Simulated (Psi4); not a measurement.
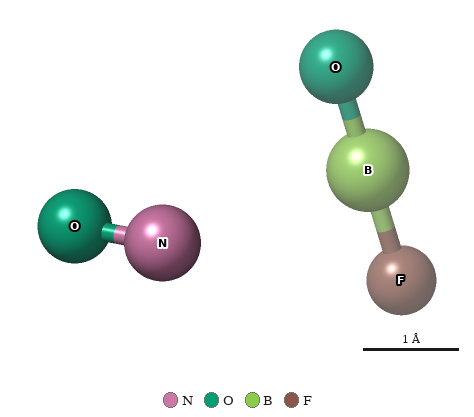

Fig. 1: The structure as given in the input (ball-and-stick view, seen at a tilt). Bond lengths as drawn: B–F 1.28 Å, B–O 1.21 Å and N–O 1.06 Å.

**Interaction calculation of BNO2F (charge +1) (part 1 of 2)**

- system: BNO2F, charge +1
- method: PBE/def2-TZVPPD, RKS, dispersion D2 (Psi4 1.11)

Input file (calc.in):
```
memory 1.6 GB

molecule m {
  1 1
  N      0.000000     0.000000    -0.531610
  O      0.000000     0.000000     0.531610
  --
  0 1
  O     -2.892100     1.785150    -0.785910
  B     -3.346750     0.704970    -1.070060
  F     -3.830050    -0.443500    -1.372230
  symmetry c1
  no_reorient
  no_com
}

set {
  basis def2-TZVPPD
  reference rks
}

energy("pbe-d2", bsse_type='cp')
```

Run on 1 thread of INTEL XEON PLATINUM @ 2.10GHz (Emerald Rapids), 24 GiB of memory available, shared host.

Launch command:
```bash
psi4 calc.in calc.out -n 1
```

The program's output:
```
Psi4 1.11 release

  //>>>>>>>>>>>>>>>>>>>>>>>>>>>>>>>>>>>//
  //   ManyBody Setup: N-Body Levels 2 //
  //<<<<<<<<<<<<<<<<<<<<<<<<<<<<<<<<<<<//

    Model chemistry "(auto)" (§A):          3
        Number of 1-body computations:      2 (nocp: 0, cp: 2, vmfc_compute: 0)
        Number of 2-body computations:      1 (nocp: 0, cp: 1, vmfc_compute: 0)

    -----------------------------------------------------------------------
                               Psi4 1.11 release

    h
    h
    h

    -----------------------------------------------------------------------

    Memory:     1.5 GiB
    Threads:    1
                ecpint, einsums, f̶o̶r̶t̶e̶, gauxc, gcp, g̶d̶m̶a̶, geometric, g̶p̶u̶_̶d̶f̶c̶c̶,
                i̶n̶t̶e̶g̶r̶a̶t̶o̶r̶x̶x̶, i̶p̶i̶, libefp, m̶d̶i̶, m̶p̶2̶d̶, m̶r̶c̶c̶, ooo,
                o̶p̶e̶n̶f̶e̶r̶m̶i̶o̶n̶p̶s̶i̶4̶, pcmsolver, p̶s̶i̶4̶f̶o̶c̶k̶c̶i̶, p̶s̶i̶x̶a̶s̶,
                p̶y̶e̶i̶n̶s̶u̶m̶s̶, r̶e̶s̶p̶, s̶i̶m̶i̶n̶t̶, s̶n̶s̶m̶p̶2̶,
                v̶2̶r̶d̶m̶_̶c̶a̶s̶s̶c̶f̶

   => Loading Basis Set <=

    Name: DEF2-TZVPPD
    Role: ORBITAL
    Keyword: BASIS

   => PBE-D2: Empirical Dispersion <=

        s6 =       0.750000
    alpha6 =      20.000000
       sr6 =       1.100000

         ---------------------------------------------------------
                                   SCF
                              RKS Reference
                        1 Threads,   1525 MiB Core
         ---------------------------------------------------------

  ==> Geometry <==

    Molecular point group: c1
    Full point group: C1

    Geometry (in Bohr), charge = 0, multiplicity = 1:

       Center              X                  Y                   Z               Mass
    ------------   -----------------  -----------------  -----------------  -----------------
      Gh(N)           0.000000000000     0.000000000000    -1.004597305555    14.003074004430
      Gh(O)           0.000000000000     0.000000000000     1.004597305555    15.994914619570
         O           -5.465276927437     3.373444592861    -1.485154659259    15.994914619570
         B           -6.324440910376     1.332200226664    -2.022120337807    11.009305360000
         F           -7.237745546810    -0.838093536641    -2.593138881137    18.998403162730

  Running in c1 symmetry.

  Rotational constants: A =      0.29491  B =      0.02750  C =      0.02573 [cm^-1]
  Rotational constants: A =   8841.28886  B =    824.45239  C =    771.25599 [MHz]
  Nuclear repulsion =   51.439090523939313

  Charge       = 0
  Multiplicity = 1
  Electrons    = 22
  Nalpha       = 11
  Nbeta        = 11

  ==> Algorithm <==

  SCF Algorithm Type is DF.
  DIIS enabled.
  MOM disabled.
  Fractional occupation disabled.
  Guess Type is SAD.
  Energy threshold   = 1.00e-06
  Density threshold  = 1.00e-06
  Integral threshold = 1.00e-12

  ==> Primary Basis <==

  Basis Set: DEF2-TZVPPD
    Blend: DEF2-TZVPPD
    Number of shells: 68
    Number of basis functions: 194
    Number of Cartesian functions: 224
    Spherical Harmonics?: true
    Max angular momentum: 3

  ==> DFT Potential <==

   => LibXC <=

    Version 7.1.2

   => Composite Functional: PBE-D2 <=

    PBE GGA Exchange-Correlation Functional

    Deriv               =              1
    GGA                 =           TRUE
    Meta                =          FALSE

    Exchange Hybrid     =          FALSE
    MP2 Hybrid          =          FALSE

   => Exchange Functionals <=

    1.0000     XC_GGA_X_PBE

   => Correlation Functionals <=

    1.0000     XC_GGA_C_PBE

   => LibXC Density Thresholds  <==

    XC_GGA_C_PBE:  1.00E-12
    XC_GGA_X_PBE:  1.00E-15

   => Molecular Quadrature <=

    Radial Scheme          =       TREUTLER
    Pruning Scheme         =           NONE
    Nuclear Scheme         =       TREUTLER

    Blocking Scheme        =         OCTREE
    BS radius alpha        =              1
    Pruning alpha          =              1
    Radial Points          =             75
    Spherical Points       =            302
    Total Points           =         110738
    Total Blocks           =            889
    Max Points             =            256
    Max Functions          =            182
    Weights Tolerance      =       1.00E-15

   => Loading Basis Set <=

    Name: (DEF2-TZVPPD AUX)
    Role: JKFIT
    Keyword: DF_BASIS_SCF

  ==> Integral Setup <==

  DFHelper Memory: AOs need 0.109 GiB; user supplied 0.671 GiB.
  SCF_SUBTYPE=INCORE selected. In-core MEM_DF algorithm will be used.
  Using in-core AOs.

  ==> MemDFJK: Density-Fitted J/K Matrices <==

    J tasked:                   Yes
    K tasked:                    No
    wK tasked:                   No
    Memory [MiB]:               686
    Algorithm:                 Core
    Schwarz Cutoff:           1E-12
    Mask sparsity (%):       7.0943
    Fitting Condition:        1E-10

   => Auxiliary Basis Set <=

  Basis Set: (DEF2-TZVPPD AUX)
    Blend: DEF2-UNIVERSAL-JKFIT
    Number of shells: 125
    Number of basis functions: 383
    Number of Cartesian functions: 461
    Spherical Harmonics?: true
    Max angular momentum: 4

  Cached 100.0% of DFT collocation blocks in 0.447 [GiB].

  Minimum eigenvalue in the overlap matrix is 3.2665746766E-05.
  Reciprocal condition number of the overlap matrix is 4.2900038115E-06.
    Using symmetric orthogonalization.

  ==> Pre-Iterations <==

  SCF Guess: Superposition of Atomic Densities via on-the-fly atomic UHF (no occupation information).

   -------------------------
    Irrep   Nso     Nmo
   -------------------------
     A        194     194
   -------------------------
    Total     194     194
   -------------------------

  ==> Iterations <==

                           Total Energy        Delta E     RMS |[F,P]|

   @DF-RKS iter SAD:  -199.33480700069572   -1.99335e+02   0.00000e+00
   @DF-RKS iter   1:  -199.59715801228469   -2.62351e-01   4.65479e-03 DIIS/ADIIS
   @DF-RKS iter   2:  -197.15001790072841    2.44714e+00   1.18391e-02 DIIS/ADIIS
   @DF-RKS iter   3:  -199.81189291391044   -2.66188e+00   2.23791e-03 DIIS/ADIIS
   @DF-RKS iter   4:  -199.86494068592171   -5.30478e-02   1.34076e-03 DIIS/ADIIS
   @DF-RKS iter   5:  -199.88180455320355   -1.68639e-02   3.43608e-04 DIIS/ADIIS
   @DF-RKS iter   6:  -199.88348666652209   -1.68211e-03   7.04921e-05 DIIS
   @DF-RKS iter   7:  -199.88356461002923   -7.79435e-05   1.07174e-05 DIIS
   @DF-RKS iter   8:  -199.88356603706978   -1.42704e-06   2.28917e-06 DIIS
   @DF-RKS iter   9:  -199.88356611294114   -7.58714e-08   2.47746e-07 DIIS
  Energy and wave function converged.

  ==> Post-Iterations <==

   Electrons on quadrature grid:
      Ntotal   =   22.0000005889 ; deviation = 5.889e-07

    Orbital Energies [Eh]
    ---------------------

    Doubly Occupied:

       1A    -24.344760     2A    -18.760256     3A     -6.598586
       4A     -1.194205     5A     -0.914319     6A     -0.553998
       7A     -0.472462     8A     -0.472459     9A     -0.377472
      10A     -0.320016    11A     -0.320012

    Virtual:

      12A     -0.056395    13A      0.005098    14A      0.006819
      15A      0.041611    16A      0.051812    17A      0.059414
      18A      0.065570    19A      0.087324    20A      0.089872
      21A      0.094164    22A      0.100509    23A      0.104575
      24A      0.125524    25A      0.142051    26A      0.144386
      27A      0.175471    28A      0.195065    29A      0.196899
      30A      0.228527    31A      0.235757    32A      0.250256
      33A      0.261628    34A      0.263540    35A      0.266774
      36A      0.287435    37A      0.323944    38A      0.333542
      39A      0.347894    40A      0.367880    41A      0.381605
      42A      0.393140    43A      0.412040    44A      0.427031
      45A      0.436797    46A      0.449637    47A      0.457170
      48A      0.485715    49A      0.495243    50A      0.504733
      51A      0.520251    52A      0.529710    53A      0.543448
      54A      0.564407    55A      0.570756    56A      0.586260
      57A      0.598081    58A      0.601947    59A      0.617670
      60A      0.643909    61A      0.661047    62A      0.676389
      63A      0.690717    64A      0.712129    65A      0.720255
      66A      0.754932    67A      0.784077    68A      0.788859
      69A      0.808145    70A      0.834581    71A      0.873068
      72A      0.881943    73A      0.904252    74A      0.921010
      75A      0.965053    76A      1.012837    77A      1.039857
      78A      1.075725    79A      1.086163    80A      1.105420
      81A      1.229202    82A      1.295397    83A      1.440443
      84A      1.465596    85A      1.501830    86A      1.522051
      87A      1.524744    88A      1.550092    89A      1.636041
      90A      1.674451    91A      1.706828    92A      1.733297
      93A      1.795421    94A      1.819255    95A      1.845997
      96A      1.862718    97A      1.873430    98A      1.876910
      99A      1.911054   100A      1.924617   101A      1.948048
     102A      1.989337   103A      2.014801   104A      2.023181
     105A      2.054405   106A      2.181678   107A      2.205194
     108A      2.239078   109A      2.333374   110A      2.339814
     111A      2.368014   112A      2.482633   113A      2.503626
     114A      2.549083   115A      2.555817   116A      2.624303
     117A      2.645592   118A      2.829392   119A      2.843142
     120A      2.965462   121A      2.968709   122A      2.976585
     123A      3.023594   124A      3.082480   125A      3.132845
     126A      3.416116   127A      3.578524   128A      3.734427
     129A      3.780938   130A      4.027819   131A      4.231640
     132A      4.531678   133A      4.868117   134A      4.872065
     135A      4.881049   136A      5.022265   137A      5.023135
     138A      5.035298   139A      5.036110   140A      5.296940
     141A      5.300525   142A      5.746295   143A      5.763179
     144A      5.874922   145A      5.894891   146A      6.162468
     147A      6.196198   148A      6.259109   149A      6.314160
     150A      6.331046   151A      6.433692   152A      6.443380
     153A      6.468499   154A      6.468955   155A      6.649531
     156A      6.649618   157A      6.721943   158A      6.726258
     159A      6.793801   160A      6.811746   161A      6.826411
     162A      6.828059   163A      6.832751   164A      6.929749
     165A      6.982504   166A      7.035292   167A      7.039518
     168A      7.261235   169A      7.262090   170A      7.355411
     171A      7.479655   172A      8.266332   173A      8.270369
     174A      8.671849   175A      8.682475   176A      8.719729
     177A      8.742420   178A      8.915093   179A      9.088743
     180A      9.470456   181A      9.502547   182A      9.543789
     183A      9.550721   184A      9.895099   185A      9.902177
     186A     10.774726   187A     12.065896   188A     14.846954
     189A     16.507388   190A     19.595014   191A     43.752054
     192A     57.415764   193A     93.907710   194A    127.134339

    Final Occupation by Irrep:
              A
    DOCC [    11 ]
    NA   [    11 ]
    NB   [    11 ]

  @DF-RKS Final Energy:  -199.88356611294114

   => Energetics <=

    Nuclear Repulsion Energy =             51.4390905239393135
    One-Electron Energy =                -377.6154512576707702
    Two-Electron Energy =                 149.2196441094404804
    DFT Exchange-Correlation Energy =     -22.9266234688141708
    Empirical Dispersion Energy =          -0.0002260198359556
    VV10 Nonlocal Energy =                  0.0000000000000000
    Total Energy =                       -199.8835661129411392

Computation Completed

Properties will be evaluated at   0.000000,   0.000000,   0.000000 [a0]

Properties computed using the SCF density matrix

 Multipole Moments:

 ------------------------------------------------------------------------------------
     Multipole            Electronic (a.u.)      Nuclear  (a.u.)        Total (a.u.)
 ------------------------------------------------------------------------------------

 L = 1.  Multiply by 2.5417464519 to convert [e a0] to [Debye]
 Dipole X            :        140.1745876         -140.4841299           -0.3095423
 Dipole Y            :        -26.8409496           26.1057160           -0.7352335
 Dipole Z            :         45.1366930          -45.3300889           -0.1933959
 Magnitude           :                                                    0.8208452

 ------------------------------------------------------------------------------------

	total time  =          6 seconds =       0.10 minutes

    Psi4 run time: 0:00:06.30

    -----------------------------------------------------------------------
                               Psi4 1.11 release

    h
    h
    h
```
